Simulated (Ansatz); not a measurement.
**B2NH5: two torsions**

Aim: map the energy of B₂H₅N, SMILES BNB over two coordinates, and find its wells, ridges and stiffness.

Method: RHF/def2-TZVP; program: Ansatz 0.2.0.

## (1) The system as given

SMILES `BNB`, 8 atoms, charge 0, spin multiplicity 1.

Atoms are counted from 1 here; the program's logs count them from 0.

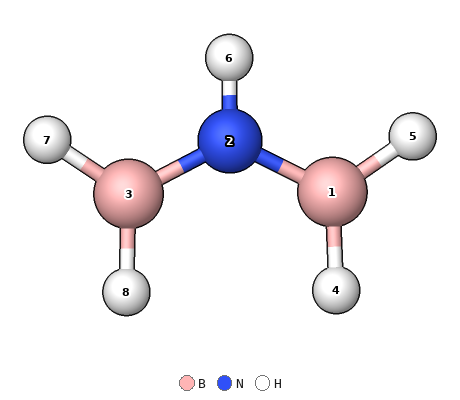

Start geometry, drawn with boron pink, nitrogen blue, hydrogen white; atoms are numbered from 1 in the order of the file.

Coordinates:

```xyz
8
charge 0, multiplicity 1
B    -0.8369    0.6623   -0.7005
N     0.2574    0.3756    0.1711
B     0.7027   -0.9202    0.5741
H    -1.4732   -0.2650   -1.1580
H    -1.1024    1.8205   -0.9617
H     0.7762    1.1792    0.5424
H     1.6570   -1.0157    1.3226
H     0.1113   -1.8939    0.1541
```

This geometry comes from a loose relaxation at PBE in a small basis, which is not shown.

## (3) Setting up the map

- dihedral B1–N2–B3–H7: 18 values from −180 to 160 °, periodic
- dihedral H4–B1–N2–B3: 18 values from −180 to 160 °, periodic

Nothing else is relaxed (all other coordinates rigid). Energies count from the relaxed molecule at the same level. Points are written as (first, second).

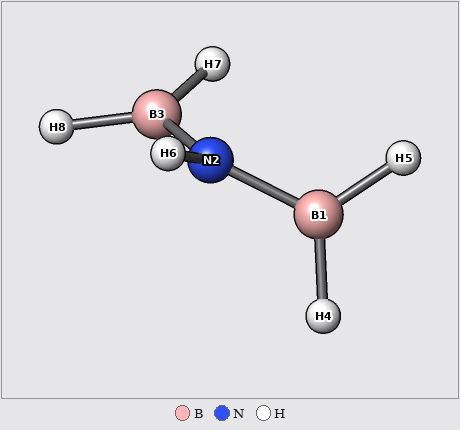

The geometry at (−40°, −100°).

(The set-up runs are not shown.)

## (4) Point (−40°, −100°)

input.yaml reads:

```yaml
crystal:
  periodic: [false, false, false]
  atoms:
    - { symbol: B, position_ang: [-0.828855, 0.658329, -0.694085] }
    - { symbol: "N", position_ang: [0.256586, 0.372697, 0.168598] }
    - { symbol: B, position_ang: [0.247141, 0.434811, 1.582826] }
    - { symbol: H, position_ang: [-1.462006, -0.237854, -1.150774] }
    - { symbol: H, position_ang: [-1.093462, 1.791593, -0.951058] }
    - { symbol: H, position_ang: [1.112423, 0.10068, -0.262547] }
    - { symbol: H, position_ang: [-0.328864, 1.323982, 2.128657] }
    - { symbol: H, position_ang: [0.81491, -0.402292, 2.206916] }
basis:
  gaussian: { orbitals: def2-TZVP }
hamiltonian:
  xc: hf
output:
  forces: true
```

Command:

```bash
$ ansatz run input.yaml --threads 1 --pin off --max-ram 2560MiB --backend cpu --events-out ev --progress --plain --runs-dir out
```

Further runs follow: the other points that were computed.

**Question.** What will these runs give? Wanted: lowest point; highest computed point; dipole moment.

As calculated:

| quantity | value |
| --- | --- |
| lowest point | (−180°, 0°), 0.0 kcal/mol |
| highest computed point | (−80°, 100°), 50.1 kcal/mol above the lowest |
| dipole moment (D) | 1.09 at (−120°, 60°) to 1.31 at (−80°, −180°); 1.14 at the lowest point |
| time for the whole task | 1.8 min on 1 thread, shared host |

**Reading.** The lowest computed point is at (−180°, 0°), which is the relaxed molecule at the same level itself; the map holds 4 wells of about this depth. No other kind of well shows on this grid. The highest computed point, (−80°, 100°), lies 50.1 kcal/mol above the lowest. On the interpolated surface the easiest way out of the lowest well to the well at (−180°, −180°) passes a barrier of about 21 kcal/mol. Round the minimum the valley is somewhat tilted: raising dihedral B1–N2–B3–H7 shifts the best value of dihedral H4–B1–N2–B3 downwards (coupling k₁₂/√(k₁₁k₂₂) about 0.1).
